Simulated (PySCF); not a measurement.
B(H)(Me)2(NH3), C₂H₁₀BN, singlet at its PBE0/def2-SVP optimised geometry (Å):

```
14

B     -0.2970    -0.5222     0.0000
H     -0.7786    -0.9385     1.0583
C     -0.9833    -1.1806    -1.3068
H     -0.6123    -0.7527    -2.2584
H     -2.0866    -1.1065    -1.3216
H     -0.7516    -2.2581    -1.3463
C      1.3192    -0.5222     0.0000
H      1.7567    -0.0781    -0.9153
H      1.6917    -1.5592     0.0438
H      1.7695    -0.0010     0.8653
N     -0.7529     1.0720     0.0000
H     -0.3772     1.5592     0.8142
H     -1.7695     1.1610     0.0171
H     -0.4097     1.5477    -0.8372
```

Calculation: PBE0/def2-TZVP run with PySCF. Cells within 0.4 Å of a nucleus heavier than hydrogen are left out (blank, or x).

Map of the deformation density (molecule minus spherical neutral atoms) (e/bohr³) on the plane z = 0.0 Å:

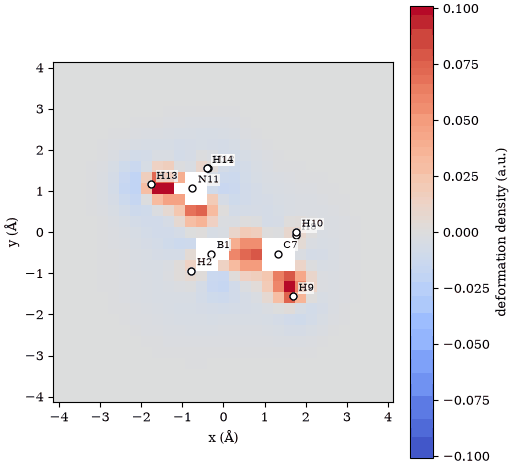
*Deformation density (molecule minus spherical neutral atoms) (e/bohr³) on the plane z = 0.0 Å.*
